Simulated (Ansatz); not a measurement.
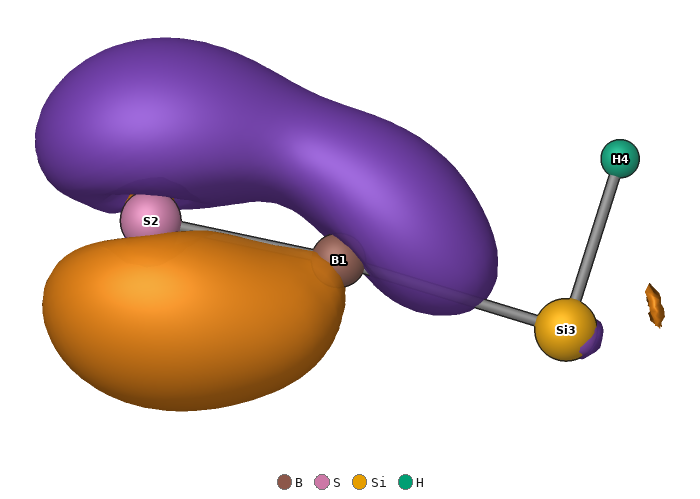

The picture shows: BHSSi (SMILES [SiH]B=S). The HOMO−1 at ±0.15 Å⁻³ᐟ² (orange and purple are the two phases), seen across its widest extent.

Geometry: PBE0-D3(BJ)/pcseg-1.

Method: isolated molecule in a Gaussian basis; Kohn-Sham density functional theory, functional PBE0 (Ansatz).

Input file:

```
crystal:
  periodic: [false, false, false]
  atoms:
    - {symbol: B, position_ang: [-3.197933, -2.327984, -2.343946]}
    - {symbol: S, position_ang: [-3.500682, -3.384847, -3.535160]}
    - {symbol: Si, position_ang: [-2.954476, -1.094874, -0.776527]}
    - {symbol: H, position_ang: [-1.810790, -0.383934, -1.497538]}
basis:
  gaussian:
    orbitals: def2-TZVPD
hamiltonian:
  xc: pbe0
output:
  forces: true
  orbitals: {seedname: orbitals}
```

Run with:

```sh
ansatz run input.yaml --threads 1 --pin off --max-ram 2610MiB --events-out events.jsonl --progress --plain --runs-dir runs
```

What is the character of this orbital?

Its weight (Hirshfeld) is mainly on S2 (about 60 %), B1 (about 25 %) and Si3 (about 10 %); it is symmetric in the molecular plane (an in-plane orbital: σ, lone-pair or in-plane π type). Its energy is −8.35 eV.
